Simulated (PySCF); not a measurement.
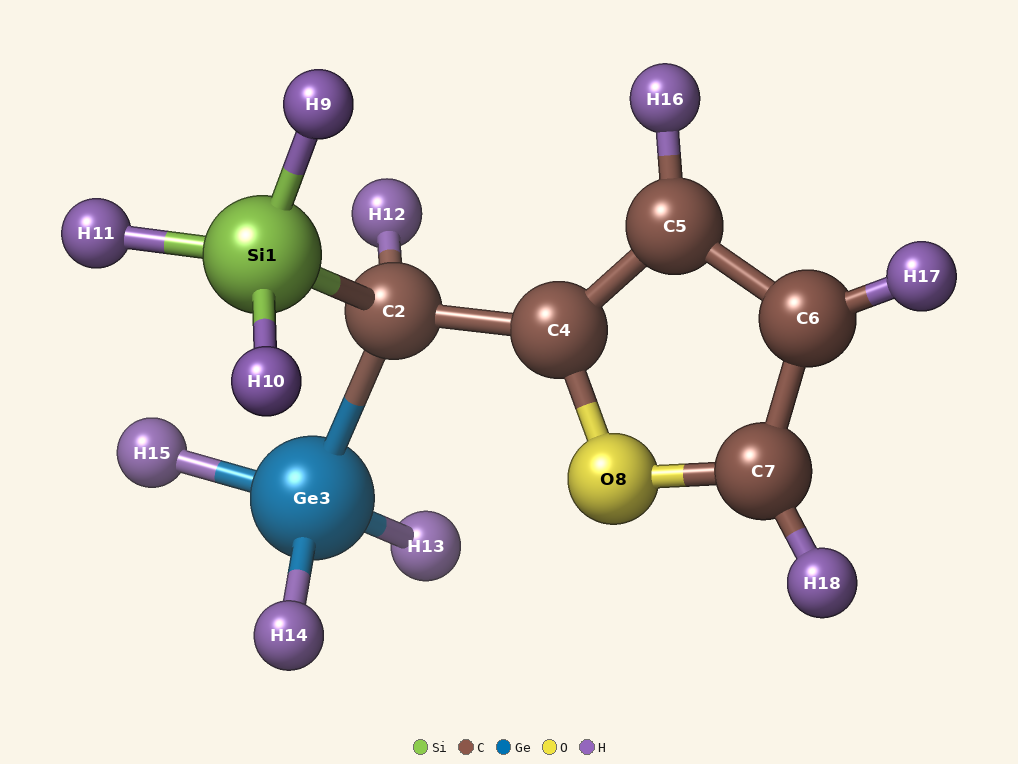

The computed structure is the end point of a PBE0-D3(BJ)/def2-SVP optimisation. No frequency run is at hand to confirm it as a minimum. Level of theory: delta-SCF UKS SCAN, pcX-2 on the ionised atom, pcseg-1 elsewhere, spin-free X2C (PySCF 2.14.0).

Give the core-electron binding energies (to vacuum; p and d levels without spin–orbit splitting) of Si1 1s, Si1 2p, C2 1s, C4 1s, C5 1s, C6 1s, C7 1s, O8 1s.

| atom | level | binding energy (eV) |
| --- | --- | --- |
| Si1 | 1s | 1846.3 |
| Si1 | 2p | 106.7 |
| C2 | 1s | 290.2 |
| C4 | 1s | 291.6 |
| C5 | 1s | 290.0 |
| C6 | 1s | 290.3 |
| C7 | 1s | 291.2 |
| O8 | 1s | 539.7 |
